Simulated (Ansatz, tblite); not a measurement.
**Sn(vinyl)3Br (C6H9BrSn): charged states by level of theory**

Aim: the energy of removing and adding an electron for Sn(vinyl)3Br (C6H9BrSn), by energy differences, and how well orbital energies stand in for it.

Program: Ansatz 0.2.0, Gaussian basis. Level of theory: as each input shows. These are calculated values, not measurements.

Plan: charge +1 doublet, at the geometry of the singlet (PBE0-D4/def2-TZVP, PBE-D4/def2-TZVP, CAM-B3LYP-D4/def2-TZVP); charge -1 doublet, at the geometry of the singlet (PBE0-D4/def2-TZVPD, PBE-D4/def2-TZVPD, CAM-B3LYP-D4/def2-TZVPD); the starting singlet's energies come from earlier runs.

2 further runs of the same task are left out: 2 set aside as unsound or not needed.

## Step 1: The relaxed structure

The geometry is that of the singlet, from an earlier relaxation (PBE-D4/def2-SVP).

17 atoms, charge 0, spin multiplicity 1.

Atoms are counted from 1 here; the program's logs count them from 0.

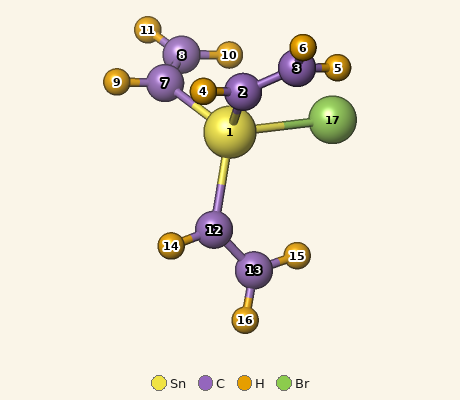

The geometry (tin yellow, carbon purple, hydrogen amber, bromine green); atoms are numbered from 1 in the order of the file.

Sn takes a core potential in the def2 sets. No spin-orbit coupling is included.

## Step 2: Charge +1 doublet at the fixed geometry, PBE0-D4/def2-TZVP

in.yaml

```yaml
crystal:
  periodic: [false, false, false]
  atoms:
    - {symbol: Sn, position_ang: [0.045486, 0.065385, 0.033350]}
    - {symbol: C, position_ang: [-0.254594, 0.030120, 2.168251]}
    - {symbol: C, position_ang: [-0.975737, -0.925844, 2.778599]}
    - {symbol: H, position_ang: [0.210142, 0.837759, 2.763632]}
    - {symbol: H, position_ang: [-1.453167, -1.746449, 2.214606]}
    - {symbol: H, position_ang: [-1.121956, -0.930017, 3.874008]}
    - {symbol: C, position_ang: [2.102691, -0.204806, -0.553378]}
    - {symbol: C, position_ang: [2.518783, -1.276901, -1.249069]}
    - {symbol: H, position_ang: [2.824834, 0.580434, -0.262362]}
    - {symbol: H, position_ang: [1.824715, -2.079047, -1.556111]}
    - {symbol: H, position_ang: [3.576583, -1.400644, -1.544191]}
    - {symbol: C, position_ang: [-0.914996, 1.729630, -0.944815]}
    - {symbol: C, position_ang: [-1.932159, 1.568392, -1.808348]}
    - {symbol: H, position_ang: [-0.540480, 2.744147, -0.714113]}
    - {symbol: H, position_ang: [-2.329641, 0.569777, -2.061553]}
    - {symbol: H, position_ang: [-2.414508, 2.431311, -2.302276]}
    - {symbol: Br, position_ang: [-1.165987, -1.993237, -0.836240]}
basis:
  gaussian: {orbitals: def2-TZVP}
total_charge: 1
magnetization: {spin_polarized: true, initial_magnetization: 1}
hamiltonian: {xc: pbe0, dispersion: d4}
scf: {omitted_lower_state_checks: [starts]}
output: {orbitals: {seedname: orbitals}}
```

Launch:

```bash
> ansatz run in.yaml --threads 2 --pin off --events-out ev --progress --plain --max-ram 32768MiB --backend cuda --devices 0, --max-vram 18GiB
```

Standard output:

```text
Functional definition: PBE0
  name "PBE0"
  cite "Adamo & Barone, J. Chem. Phys. 110, 6158 (1999) doi:10.1063/1.478522"
  cite "Perdew, Burke & Ernzerhof, Phys. Rev. Lett. 77, 3865 (1996) doi:10.1103/PhysRevLett.77.3865"
  parent pbe
  parameter a = 0.25
  parameter kappa = 0.804
  parameter beta = 0.06672455060314922
  exchange = (1 - a)*pbe_x(kappa = kappa, mu = beta*pi^2/3) + a*exact_x
  correlation = pbe_c(beta = beta)
these checks for a lower state are left out or cut short: starts
2350 factors; their error is unknown
mean field evaluation 1: about -82197.6596 eV, gradient 6.8e1 eV
mean field evaluation 2: about -82155.1296 eV, gradient 1.0e2 eV
mean field evaluation 4: about -82219.0259 eV, gradient 2.1e1 eV
mean field evaluation 8: about -82222.1207 eV, gradient 2.0e0 eV
mean field evaluation 16: about -82222.1587 eV, gradient 2.0e-1 eV
mean field evaluation 32: about -82222.6432 eV, gradient 2.6e-3 eV
mean field -82222.64352004 eV, -3021.6264168519 hartree, gradient 6.2e-6 eV, S^2 0.761825; 0 other end points of the search recorded, 0 dependent functions left out
reference -82222.64356083 eV, -3021.6264183511 hartree; 51, 50 occupied and 287, 288 virtual orbitals, 2350 factors
Total energy: -82223.05334959 eV, -3021.6414778102 hartree
Checks for a lower state left out: starts
```

Run time: 22 s. Hardware: 1 × H100 (card shared with other runs) with 2 threads of AMD EPYC 7R13, shared host; peak host memory 1 GiB.

HOMO -12.03 eV, LUMO -10.77 eV (over both spins); ⟨S²⟩ 0.762 (pure: 0.75).

## Step 3: Charge +1 doublet at the fixed geometry, PBE-D4/def2-TZVP

start.molden holds the orbitals of an earlier run on this state, given as this run's starting guess.

Changes to in.yaml since step 2:

```diff
@@ -21,6 +21,6 @@
 basis:
-  gaussian: {orbitals: def2-TZVP}
+  gaussian: {orbitals: def2-TZVP, initial_orbitals: start.molden}
 total_charge: 1
 magnetization: {spin_polarized: true, initial_magnetization: 1}
-hamiltonian: {xc: pbe0, dispersion: d4}
+hamiltonian: {xc: pbe, dispersion: d4}
 scf: {omitted_lower_state_checks: [starts]}
```

Same command.

Standard output:

```text
Functional definition: PBE
  name "PBE"
  cite "Perdew, Burke & Ernzerhof, Phys. Rev. Lett. 77, 3865 (1996) doi:10.1103/PhysRevLett.77.3865"
  parent pbe
  parameter kappa = 0.804
  parameter beta = 0.06672455060314922
  exchange = pbe_x(kappa = kappa, mu = beta*pi^2/3)
  correlation = pbe_c(beta = beta)
these checks for a lower state are left out or cut short: starts
2240 factors; their error is unknown
mean field evaluation 1: about -82219.5614 eV, gradient 9.1e0 eV
mean field evaluation 2: about -82219.7650 eV, gradient 2.9e-1 eV
mean field evaluation 4: about -82219.6808 eV, gradient 1.2e-1 eV
mean field evaluation 8: about -82219.6809 eV, gradient 3.9e-4 eV
mean field evaluation 16: about -82219.6809 eV, gradient 2.5e-5 eV
mean field -82219.68092706 eV, -3021.5175435680 hartree, gradient 6.4e-6 eV, S^2 0.752982; 0 other end points of the search recorded, 0 dependent functions left out
reference -82219.68098085 eV, -3021.5175455447 hartree; 51, 50 occupied and 287, 288 virtual orbitals, 2240 factors
Total energy: -82220.15057627 eV, -3021.5348028581 hartree
Checks for a lower state left out: starts
```

It took 20 s on 1 × H100 (card shared with other runs) with 2 threads of AMD EPYC 7R13, shared host; peak host memory 0.99 GiB.

Report: HOMO -11.08 eV, LUMO -11.05 eV (over both spins); ⟨S²⟩ 0.753 (pure: 0.75).

## Step 4: Charge +1 doublet at the fixed geometry, CAM-B3LYP-D4/def2-TZVP

Changes to in.yaml since step 3:

```diff
@@ -24,3 +24,3 @@
 magnetization: {spin_polarized: true, initial_magnetization: 1}
-hamiltonian: {xc: pbe, dispersion: d4}
+hamiltonian: {xc: {name: CAM-B3LYP}, dispersion: d4}
 scf: {omitted_lower_state_checks: [starts]}
```

Launched as before.

Standard output, shortened:

```text
Functional definition: CAM-B3LYP
  name "CAM-B3LYP"
  cite "Yanai, Tew & Handy, Chem. Phys. Lett. 393, 51 (2004) doi:10.1016/j.cplett.2004.06.011"
  cite "Iikura, Tsuneda, Yanai & Hirao, J. Chem. Phys. 115, 3540 (2001) doi:10.1063/1.1383587"
  cite "Becke, Phys. Rev. A 38, 3098 (1988) doi:10.1103/PhysRevA.38.3098"
  cite "Lee, Yang & Parr, Phys. Rev. B 37, 785 (1988) doi:10.1103/PhysRevB.37.785"
  cite "Vosko, Wilk & Nusair, Can. J. Phys. 58, 1200 (1980) doi:10.1139/p80-159"
[...]
  # Exact exchange under (alpha + beta erf(omega r))/r, Becke's under what is left of 1/r.
[...]
2321 factors; their error is unknown
566 factors; integrals over basis functions are off by at most 1.6e-5 eV
[...]
mean field -82237.35920032 eV, -3022.1672081275 hartree, gradient 5.6e-6 eV, S^2 0.768624; 0 other end points of the search recorded, 0 dependent functions left out
reference -82237.35937315 eV, -3022.1672144790 hartree; 51, 50 occupied and 287, 288 virtual orbitals, 2321 factors
Total energy: -82237.78767571 eV, -3022.1829543077 hartree
Checks for a lower state left out: starts
```

Run time: 23 s. Hardware: 1 × H100 (card shared with other runs) with 2 threads of AMD EPYC 7R13, shared host; peak host memory 1 GiB.

From the report: HOMO -13.08 eV, LUMO -10.14 eV (over both spins); ⟨S²⟩ 0.769 (pure: 0.75).

## Step 5: Vertical ionisation energy

Charged state less starting state, singlet to doublet; the starting state's energies are those of its earlier runs.

```
                 level  vertical ionisation energy (eV)  time
      PBE-D4/def2-TZVP                            +8.86  34 s
     PBE0-D4/def2-TZVP                            +9.29  35 s
CAM-B3LYP-D4/def2-TZVP                            +9.63  36 s
```

Times add the two runs; a level without a time comes out of a correlated run.

Beside −ε(HOMO) of the starting state:

```
                 level  −ε(HOMO) (eV)  by difference (eV)  mismatch (eV)
      PBE-D4/def2-TZVP           6.62                8.86          -2.24
     PBE0-D4/def2-TZVP           7.76                9.29          -1.53
CAM-B3LYP-D4/def2-TZVP           9.06                9.63          -0.57
```

## Step 6: Charge -1 doublet at the fixed geometry, PBE0-D4/def2-TZVPD

Changes to in.yaml since step 4:

```diff
@@ -21,6 +21,6 @@
 basis:
-  gaussian: {orbitals: def2-TZVP, initial_orbitals: start.molden}
-total_charge: 1
+  gaussian: {orbitals: def2-TZVPD}
+total_charge: -1
 magnetization: {spin_polarized: true, initial_magnetization: 1}
-hamiltonian: {xc: {name: CAM-B3LYP}, dispersion: d4}
+hamiltonian: {xc: pbe0, dispersion: d4}
 scf: {omitted_lower_state_checks: [starts]}
```

Launched as before.

Standard output, shortened:

```text
Functional definition: PBE0
  name "PBE0"
  cite "Adamo & Barone, J. Chem. Phys. 110, 6158 (1999) doi:10.1063/1.478522"
  cite "Perdew, Burke & Ernzerhof, Phys. Rev. Lett. 77, 3865 (1996) doi:10.1103/PhysRevLett.77.3865"
  parent pbe
[...]
2463 factors; their error is unknown
[...]
mean field -82231.42546200 eV, -3021.9491472663 hartree, gradient 6.5e-6 eV, S^2 0.752463; 0 other end points of the search recorded, 0 dependent functions left out
reference -82231.42553127 eV, -3021.9491498121 hartree; 52, 51 occupied and 364, 365 virtual orbitals, 2463 factors
Total energy: -82231.89281212 eV, -3021.9663220666 hartree
Checks for a lower state left out: starts
```

It took 19 s on 1 × H100 (card shared with other runs) with 2 threads of AMD EPYC 7R13, shared host; peak host memory 1.1 GiB.

From the report: HOMO 1.67 eV, LUMO 2.59 eV (over both spins); ⟨S²⟩ 0.752 (pure: 0.75). Doubts: highest occupied level lies above zero.

## Step 7: Charge -1 doublet at the fixed geometry, PBE-D4/def2-TZVPD

Changes to in.yaml since step 6:

```diff
@@ -21,6 +21,6 @@
 basis:
-  gaussian: {orbitals: def2-TZVPD}
+  gaussian: {orbitals: def2-TZVPD, initial_orbitals: start.molden}
 total_charge: -1
 magnetization: {spin_polarized: true, initial_magnetization: 1}
-hamiltonian: {xc: pbe0, dispersion: d4}
+hamiltonian: {xc: pbe, dispersion: d4}
 scf: {omitted_lower_state_checks: [starts]}
```

Launched as before.

Standard output:

```text
Functional definition: PBE
  name "PBE"
  cite "Perdew, Burke & Ernzerhof, Phys. Rev. Lett. 77, 3865 (1996) doi:10.1103/PhysRevLett.77.3865"
  parent pbe
  parameter kappa = 0.804
  parameter beta = 0.06672455060314922
  exchange = pbe_x(kappa = kappa, mu = beta*pi^2/3)
  correlation = pbe_c(beta = beta)
these checks for a lower state are left out or cut short: starts
2327 factors; their error is unknown
mean field evaluation 1: about -82228.1739 eV, gradient 9.2e0 eV
mean field evaluation 2: about -82228.3714 eV, gradient 2.7e-1 eV
mean field evaluation 4: about -82228.3114 eV, gradient 2.0e-1 eV
mean field evaluation 8: about -82228.3125 eV, gradient 3.3e-4 eV
mean field evaluation 16: about -82228.3125 eV, gradient 2.0e-5 eV
mean field -82228.31245894 eV, -3021.8347465139 hartree, gradient 2.7e-6 eV, S^2 0.751221; 0 other end points of the search recorded, 0 dependent functions left out
reference -82228.31255255 eV, -3021.8347499541 hartree; 52, 51 occupied and 364, 365 virtual orbitals, 2327 factors
Total energy: -82228.84825841 eV, -3021.8544367812 hartree
Checks for a lower state left out: starts
```

It took 15 s on 1 × H100 (card shared with other runs) with 2 threads of AMD EPYC 7R13, shared host; peak host memory 1.1 GiB.

HOMO 1.97 eV, LUMO 1.90 eV (over both spins; with the spin held, an empty level of the minority spin lies below the top filled one); ⟨S²⟩ 0.751 (pure: 0.75). Doubts: highest occupied level lies above zero.

## Step 8: Charge -1 doublet at the fixed geometry, CAM-B3LYP-D4/def2-TZVPD

Changes to in.yaml since step 7:

```diff
@@ -24,3 +24,3 @@
 magnetization: {spin_polarized: true, initial_magnetization: 1}
-hamiltonian: {xc: pbe, dispersion: d4}
+hamiltonian: {xc: {name: CAM-B3LYP}, dispersion: d4}
 scf: {omitted_lower_state_checks: [starts]}
```

Same command.

Standard output, shortened:

```text
Functional definition: CAM-B3LYP
  name "CAM-B3LYP"
  cite "Yanai, Tew & Handy, Chem. Phys. Lett. 393, 51 (2004) doi:10.1016/j.cplett.2004.06.011"
  cite "Iikura, Tsuneda, Yanai & Hirao, J. Chem. Phys. 115, 3540 (2001) doi:10.1063/1.1383587"
  cite "Becke, Phys. Rev. A 38, 3098 (1988) doi:10.1103/PhysRevA.38.3098"
  cite "Lee, Yang & Parr, Phys. Rev. B 37, 785 (1988) doi:10.1103/PhysRevB.37.785"
  cite "Vosko, Wilk & Nusair, Can. J. Phys. 58, 1200 (1980) doi:10.1139/p80-159"
[...]
  # Exact exchange under (alpha + beta erf(omega r))/r, Becke's under what is left of 1/r.
[...]
2423 factors; their error is unknown
916 factors; integrals over basis functions are off by at most 2.9e-5 eV
[...]
mean field -82246.36792637 eV, -3022.4982727038 hartree, gradient 2.7e-6 eV, S^2 0.751950; 0 other end points of the search recorded, 0 dependent functions left out
reference -82246.36810156 eV, -3022.4982791417 hartree; 52, 51 occupied and 364, 365 virtual orbitals, 2423 factors
Total energy: -82246.85543071 eV, -3022.5161881577 hartree
Checks for a lower state left out: starts
```

It took 19 s on 1 × H100 (card shared with other runs) with 2 threads of AMD EPYC 7R13, shared host; peak host memory 1.1 GiB.

HOMO 1.10 eV, LUMO 3.30 eV (over both spins); ⟨S²⟩ 0.752 (pure: 0.75). Doubts: highest occupied level lies above zero.

## Step 9: Vertical electron affinity

Starting state less charged state (positive: the electron is bound), singlet to doublet; the starting state's energies are those of its earlier runs.

```
                  level  vertical electron affinity (eV)  time
      PBE-D4/def2-TZVPD                            -0.21  24 s
     PBE0-D4/def2-TZVPD                            -0.49  33 s
CAM-B3LYP-D4/def2-TZVPD                            -0.61  30 s
```

Times add the two runs; a level without a time comes out of a correlated run.

Beside −ε(LUMO) of the starting state:

```
                  level  −ε(LUMO) (eV)  by difference (eV)  mismatch (eV)
      PBE-D4/def2-TZVPD           1.74               -0.21          +1.96
     PBE0-D4/def2-TZVPD           0.79               -0.49          +1.29
CAM-B3LYP-D4/def2-TZVPD          -0.16               -0.61          +0.44
```

## Step 10: Summary of results

```
                                             quantity                                      value
 vertical ionisation energy, functionals in def2-TZVP    8.86 (PBE-D4) to 9.63 eV (CAM-B3LYP-D4)
vertical electron affinity, functionals in def2-TZVPD  -0.61 (CAM-B3LYP-D4) to -0.21 eV (PBE-D4)
```

**Reading.** The vertical ionisation energy spans 8.86 to 9.63 eV over the functionals. −ε(HOMO) misses the level's own difference by -0.57 eV at best (CAM-B3LYP-D4) and -2.24 eV at worst (PBE-D4). The vertical electron affinity spans -0.61 to -0.21 eV over the functionals. A negative affinity means an unbound electron, held by the basis alone. −ε(LUMO) misses the level's own difference by +0.44 eV at best (CAM-B3LYP-D4) and +1.96 eV at worst (PBE-D4).
